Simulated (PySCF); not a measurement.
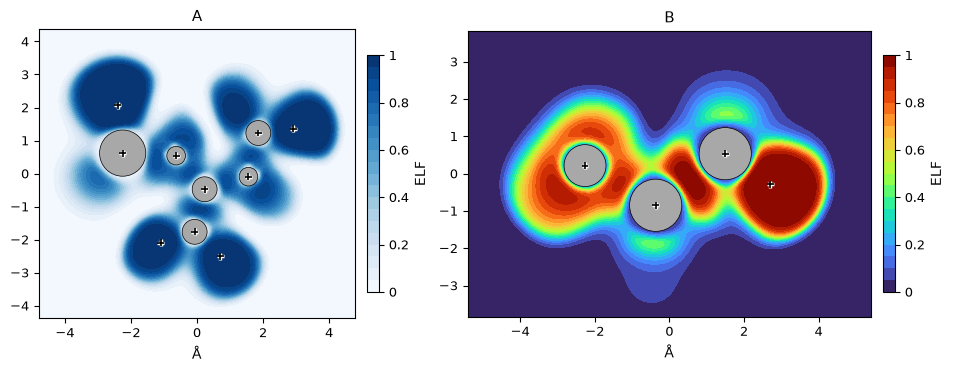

The ELF of 2 systems, each on a plane through atoms (crosses mark nuclei in the plane; grey discs cover the cores).

Level of theory: PySCF 2.14.0, wB97X-D/def2-SVPD, SCF density, gas phase.

System 1: C$_{3}$H$_{7}$FO$_{2}$Si (SMILES C=C(O[SiH3])OCF), the plane of atoms H8, C1 and H9. Geometry: GFN2-xTB.

```xyz
14

C     0.0770    1.9105    0.2979
C    -0.3017    0.6864   -0.0376
O     0.4934   -0.3726   -0.2001
Si    2.0729   -0.6303    0.1300
O    -1.6375    0.4362   -0.2740
C    -2.0387   -0.8713   -0.3979
F    -2.0433   -1.5041    0.8205
H     1.1107    2.1385    0.4640
H    -0.6504    2.6902    0.3988
H     2.8970    0.2417   -0.7080
H     2.3413   -0.3702    1.5419
H     2.1432   -2.0319   -0.2502
H    -3.0744   -0.8544   -0.7540
H    -1.3902   -1.4692   -1.0534
```

System 2: H$_{8}$S$_{2}$Si$_{3}$, the plane of atoms Si3, Si4 and H10. Geometry: GFN2-xTB.

```xyz
13

Si    2.4613    0.4394   -0.1653
S     1.0125   -0.7031   -1.2411
Si   -0.6557   -0.8790    0.1428
Si   -1.7917    1.1097    0.5153
S    -1.9453   -2.3293   -0.8001
H     1.8387    1.7092    0.1878
H     3.5516    0.5647   -1.1130
H     2.8236   -0.3068    1.0320
H    -0.0888   -1.5691    1.3034
H    -2.9272    0.8574    1.4004
H    -2.2840    1.7349   -0.7129
H    -0.9016    2.0681    1.1785
H    -1.0976   -2.6958   -1.7455
```

Match each panel to its system.

Panel A is system 1, C$_{3}$H$_{7}$FO$_{2}$Si: the plane holds C, O, Si and H. C–C (1.32 Å): the ELF peaks at about 0.95 between the atoms: a short, multiple covalent bond. Panel B is system 2, H$_{8}$S$_{2}$Si$_{3}$: the plane holds S, Si and H. Si–Si (2.32 Å): the ELF peaks at about 1 between the atoms: a shared electron pair.
